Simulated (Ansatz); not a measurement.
One crystal and one scan (scan of one atom of the cell) at two levels, PBE (plane waves to 420 eV, PAW, scalar-relativistic; Ansatz, an electronic-structure program) and PBEsol (plane waves to 420 eV, PAW, scalar-relativistic; Ansatz), each from its own relaxed cell and on its own mesh. The cell shown is that of PBE.

Starting cell, SnO2 (rutile):

```yaml
crystal:
  lattice:
    - [4.82756, 0.00000, 0.00000]
    - [0.00000, 4.82756, 0.00000]
    - [0.00000, 0.00000, 3.23791]
  atoms:
    - { symbol: Sn, position: [0.00000, 0.00000, 0.00000] }
    - { symbol: Sn, position: [0.50000, 0.50000, 0.50000] }
    - { symbol: O, position: [0.30660, 0.30660, 0.00000] }
    - { symbol: O, position: [0.80660, 0.19340, 0.50000] }
    - { symbol: O, position: [0.19340, 0.80660, 0.50000] }
    - { symbol: O, position: [0.69340, 0.69340, 0.00000] }
```

Scan: atom 5 (O, nearest neighbour Sn at 2.089 Å; its periodic images, 3.2 Å or more away, move with it) is displaced along Cartesian x, direction (1.000, 0.000, 0.000) in Cartesian axes, by s. The other atoms stay.

Energies are smeared free energies. SnO2 was relaxed with its symmetry unable to fall. The PAW data are Ansatz's earlier set. Percentages come from the unrounded values.

| quantity | PBE | PBEsol | PBE − PBEsol |
|---|---|---|---|
| Lattice constant a (Å) | 4.828 | 4.769 | +0.059 (+1.2 %) |
| Lattice constant c (Å) | 3.238 | 3.211 | +0.027 (+0.8 %) |
| Relaxed volume (Å³/atom) | 12.58 | 12.17 | +0.41 (+3.3 %) |
| Band gap of the relaxed cell, no spin-orbit coupling (eV) | 0.68 | 0.92 | -0.24 (-26 %) |
| Force constant k = d²E/ds² at s = 0 (finite differences) (eV/Å²) | 11.82 | 12.72 | -0.90 (-7.1 %) |

PBE gives the higher value for: lattice constant a; lattice constant c; relaxed volume. PBE gives the lower value for: band gap of the relaxed cell, no spin-orbit coupling; force constant k = d²E/ds² at s = 0. Both give the same shape of the curve: a single well with its minimum at or next to zero displacement. Neither level is exact: the differences show how much the result hangs on the functional.

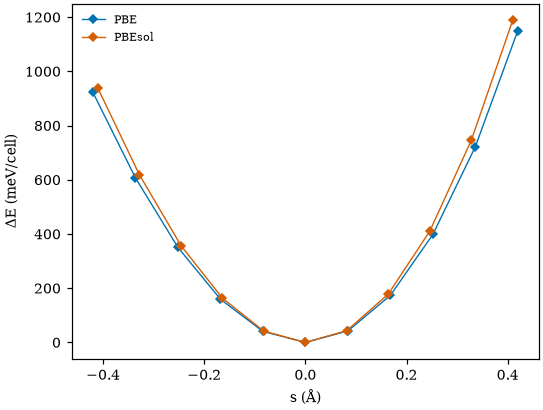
Fig. 1. ΔE, each from the undisplaced structure of its own level.

(A displaced cell: forces are minus the slopes of the energy, force constants its curvatures, and phonons follow from these.)
